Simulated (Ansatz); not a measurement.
## Electronic structure of C3H4AlF (SMILES C#[C][Al]([CH3])[F]) in real space

```yaml
atoms:
  - { symbol: C, position_ang: [0.2148, 2.7699, 0.3442] }
  - { symbol: C, position_ang: [0.3055, 1.6313, -0.0550] }
  - { symbol: Al, position_ang: [0.4066, -0.1783, -0.6266] }
  - { symbol: C, position_ang: [-0.4384, -1.6622, 0.2741] }
  - { symbol: F, position_ang: [1.2862, -0.4603, -1.9934] }
  - { symbol: H, position_ang: [0.1392, 3.7762, 0.6904] }
  - { symbol: H, position_ang: [-1.1596, -2.1569, -0.3836] }
  - { symbol: H, position_ang: [0.2989, -2.4198, 0.5557] }
  - { symbol: H, position_ang: [-0.9646, -1.3461, 1.1773] }
```

Geometry: PBE0-D4/def2-TZVP.

These are results of RKS PBE0-D4/def2-TZVPP (Ansatz), not measurements.

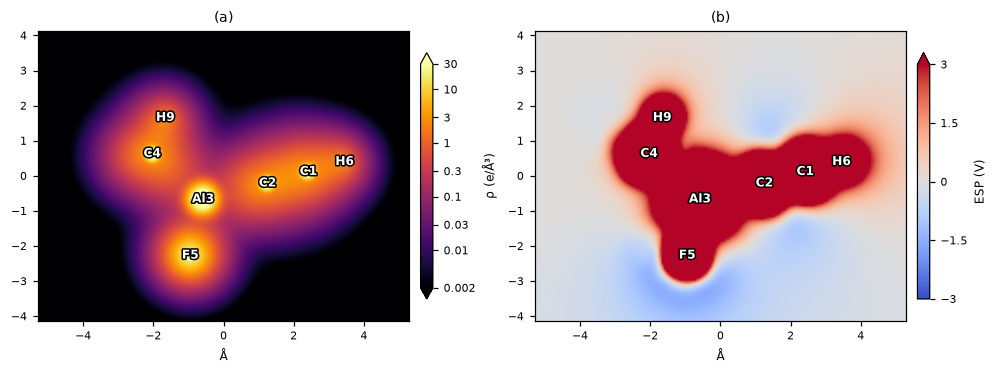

Figure 1. (a) total electron density; (b) molecular electrostatic potential on the plane of atoms C4, Al3 and F5.

### Interpret the plot.

- Atoms in the plane: C, Al, F and H.
- C–C (1.21 Å): the density is about 2.9 e/Å³ at the midpoint.
- Al–F (1.65 Å): the density is about 0.92 e/Å³ at the midpoint.
- C–Al (1.90 Å): ρ at the midpoint is about 0.74 e/Å³.
- C–H (1.07 Å): ρ is about 2.1 e/Å³ halfway.
- Outside the dense part of the molecule the potential is most negative (−1.6 V) near F5.

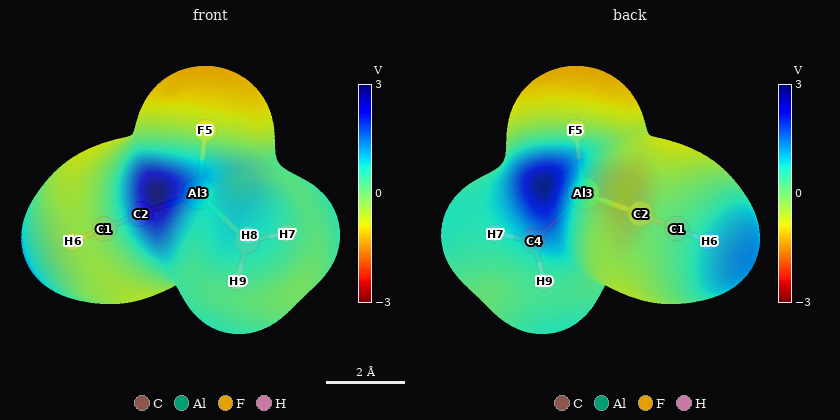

Figure 2. The molecular electrostatic potential painted on the density surface at 0.001 e/bohr³, seen from the front and from behind; the colour scale runs from red (negative) to blue (positive).

### Which sites attract a positive test charge, and which a negative one?

A positive charge is drawn to the negative regions and a negative charge to the positive ones. The most negative region (about −1.3 V, or −30 kcal/mol for a unit charge) lies over F5, the most positive (about +2.8 V, or +65 kcal/mol for a unit charge) over Al3.

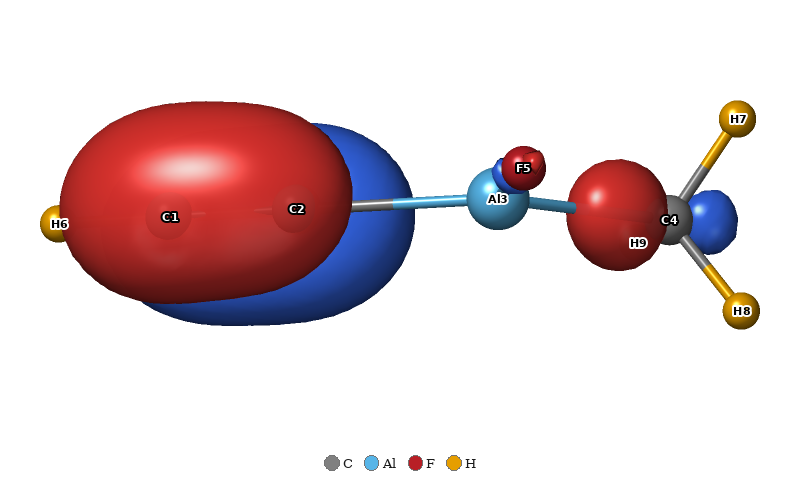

Figure 3. The HOMO at ±0.15 Å⁻³ᐟ² (blue and red are the two phases), seen from one side.

### Where does this orbital lie, and at what energy?

Its weight (Hirshfeld) is mainly on C1 (about 45 %) and C2 (about 40 %); π-bonding across C1–C2. Its energy is −8.32 eV.

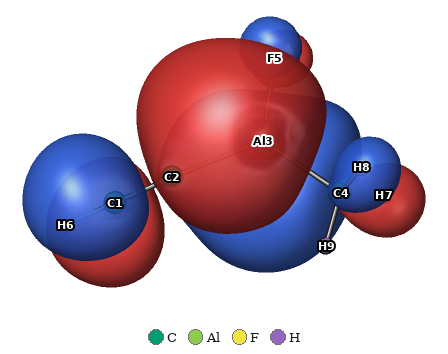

Figure 4. One frontier orbital at ±0.05 Å⁻³ᐟ² (blue and red are the two phases), seen at a tilt.

### Which orbital is it: HOMO or LUMO?

The LUMO, at −1.17 eV. By Hirshfeld shares it lies mainly on Al3 (about 50 %), C1 (about 20 %) and C2 (about 15 %).
